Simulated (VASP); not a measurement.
Band structure of Nb (bcc). Level of theory: rev-vdW-DF2, VASP's PBE PAW potentials (set 64) (plane waves; VASP 6.6.1).

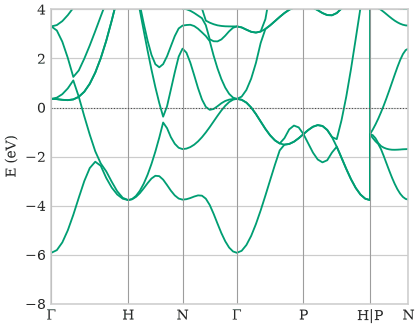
Figure: Bands along high-symmetry lines, zero at the valence-band maximum or, without a gap, the Fermi level

Question: Read the plot: is there a gap, and where are the band edges?

Answer: It has no gap at this level: it comes out as a metal or semimetal. (Edges off the drawn lines would not show.)

The compound is Nb in the bcc structure. It was relaxed first.
